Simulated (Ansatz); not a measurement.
# CH$_{7}$BGaNO: what the fields show

The calculation's input:

```
crystal:
  periodic: [false, false, false]
  atoms:
    - {symbol: C, position_ang: [-1.381323, -0.620232, 1.189088]}
    - {symbol: B, position_ang: [-0.282138, -0.061922, 0.221377]}
    - {symbol: O, position_ang: [0.770323, -0.903550, -0.266841]}
    - {symbol: N, position_ang: [-0.062252, 1.185342, -0.333563]}
    - {symbol: Ga, position_ang: [1.516453, 0.834010, -1.353967]}
    - {symbol: H, position_ang: [-0.936691, -1.007009, 2.112211]}
    - {symbol: H, position_ang: [-1.927622, -1.451471, 0.730823]}
    - {symbol: H, position_ang: [-2.111565, 0.140779, 1.468199]}
    - {symbol: H, position_ang: [0.822658, -1.822471, -0.009039]}
    - {symbol: H, position_ang: [-0.632731, 1.995600, -0.182231]}
    - {symbol: H, position_ang: [2.893268, 1.201375, -0.698841]}
    - {symbol: H, position_ang: [1.331620, 0.509539, -2.877217]}
basis:
  gaussian: {orbitals: def2-TZVPP}
hamiltonian: {xc: pbe0, dispersion: d4}
output: {orbitals: {seedname: orbitals}}
```

Run with:

```sh
ansatz run in.yaml --threads 4 --pin off --events-out ev --progress --plain --max-ram 10444MiB
```

Geometry: PBE0-D4/def2-TZVP.

All numbers below come from RKS PBE0-D4/def2-TZVPP (Ansatz).

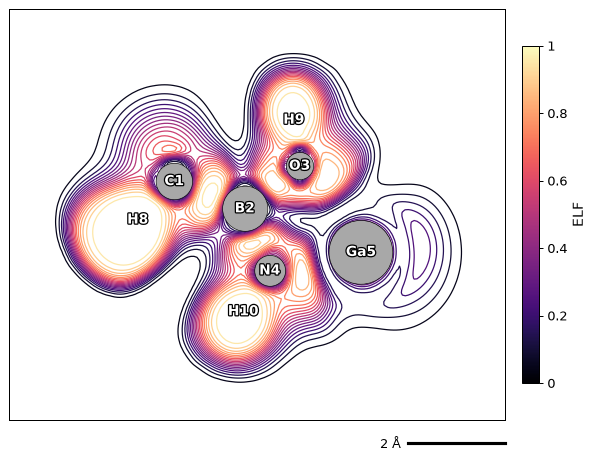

Figure 1. ELF on the plane of atoms O3, Ga5 and N4. Grey discs cover the atomic cores.

**Interpret the plot.**

The section cuts through C, B, O, N, Ga and H sites.
B–N (1.38 Å): the ELF peaks at about 0.90 between the atoms (a short, strongly polar bond).
B–O (1.43 Å): the ELF peaks at about 0.90 between the atoms (a polar covalent bond).
C–B (1.57 Å): the ELF peaks at about 1 between the atoms (a covalent bond).
Ga–N (1.91 Å): the ELF peaks at about 0.90 in the valence shell of N, 0.6 Å from its nucleus, and is about 0.35 at the midpoint.
Ga–O (2.18 Å): the ELF peaks at about 0.85 in the valence shell of O, 0.6 Å from its nucleus, and is about 0.15 at the midpoint.

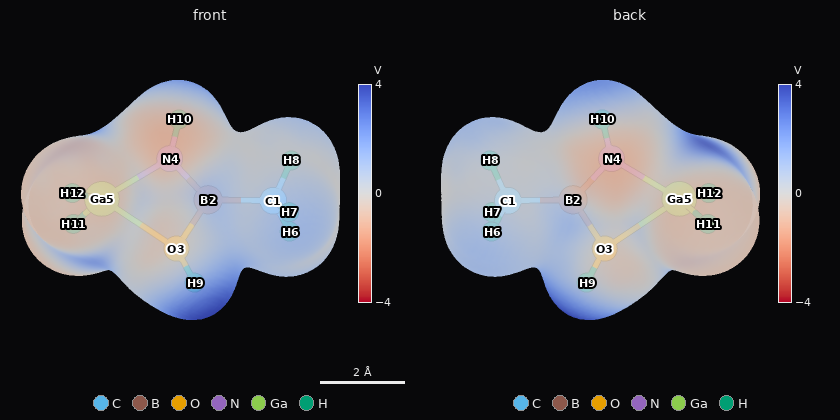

Figure 2. The electrostatic potential painted on the density surface at 0.004 e/bohr³, seen from the front and from behind; the colour scale runs from red (negative) to blue (positive).

**Where is the surface potential most negative and most positive?**

The most negative region (about −1.1 V) lies over N4, the most positive (about +3.9 V) over H9. N4 is the likeliest acceptor of a hydrogen bond.

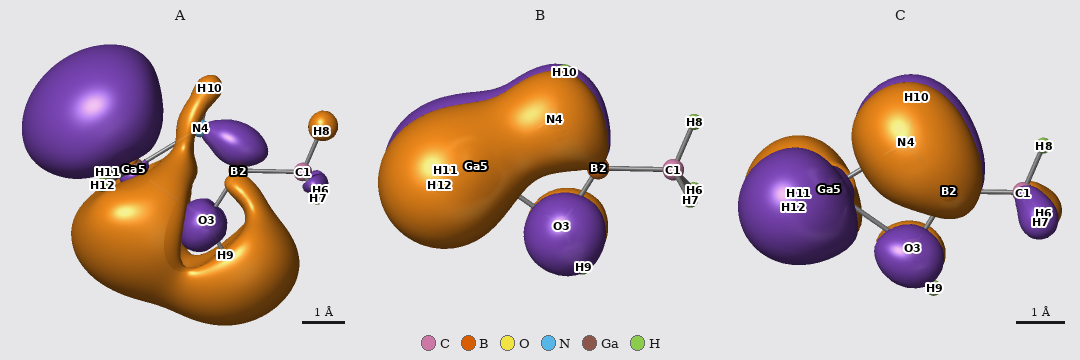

Figure 3. Three frontier orbitals at ±0.06 Å⁻³ᐟ² (orange and purple are the two phases), in no order.

**Order the three orbitals by energy and name them.**

B is the HOMO−1 (−8.28 eV). Its weight (Hirshfeld) is mainly on Ga5 (about 30 %), H11 (about 20 %), H12 (about 20 %), N4 (about 15 %) and O3 (about 10 %). C is the HOMO (−7.15 eV). By Hirshfeld shares it lies mainly on N4 (about 45 %), Ga5 (about 15 %), B2 (about 10 %), H11 (about 10 %) and H12 (about 10 %). A is the LUMO (−0.22 eV). By Hirshfeld shares it lies mainly on Ga5 (about 60 %), H9 (about 10 %) and O3 (about 10 %).

**What is the HOMO–LUMO gap?**

6.93 eV between the orbital energies.

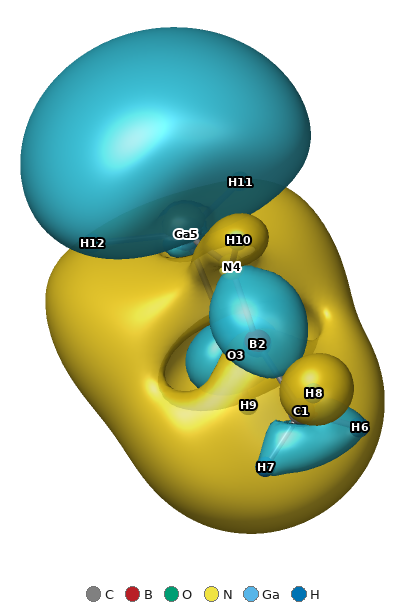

Figure 4. One frontier orbital at ±0.04 Å⁻³ᐟ² (yellow and cyan are the two phases), seen at an oblique angle.

**Which orbital is it: HOMO or LUMO?**

The LUMO, at −0.22 eV. By Hirshfeld shares it lies mainly on Ga5 (about 60 %), H9 (about 10 %) and O3 (about 10 %).
